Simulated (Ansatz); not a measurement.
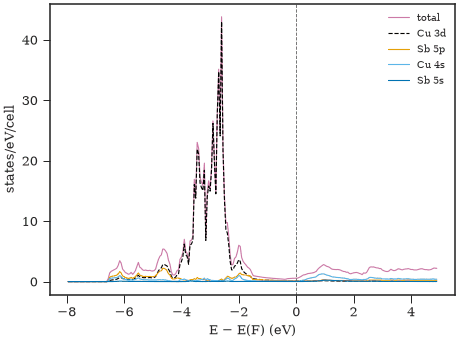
Figure: Total and projected density of states of Cu3Sb in space group P6/mmm (No. 191; Sb on 1a, Cu on 1b, Cu on 2c), PBE in the plane-wave PAW code Ansatz

Problem. Which orbitals carry the states next to the Fermi level?

Solution. Within 0.5 eV of the Fermi level: Cu 4s 23 %, Sb 5p 16 %, Cu 3d 12 %, outside the projected shells 46 %. Projections are on Löwdin-orthogonalised atomic valence shells; empty p or d shells of many metals are not among them.

Problem. Where is the tallest occupied peak in this window, and what makes it?

Solution. Near -2.6 eV, about 44 states/eV per cell; the largest projected share is Cu 3d.

The start of the workflow was typed in or built on a structure type; neither database checked (COD, Materials Project) lists it. Its standing as an ambient phase is unchecked. Symmetry was held in the PBE relaxation; its stability against distortions is not shown here. No spin polarisation was allowed. Its formation energy is positive at this level, so the cell may be metastable or incomplete. Spin–orbit coupling is left out wherever it is not named.

Potentials: the later of the program's two PAW sets.
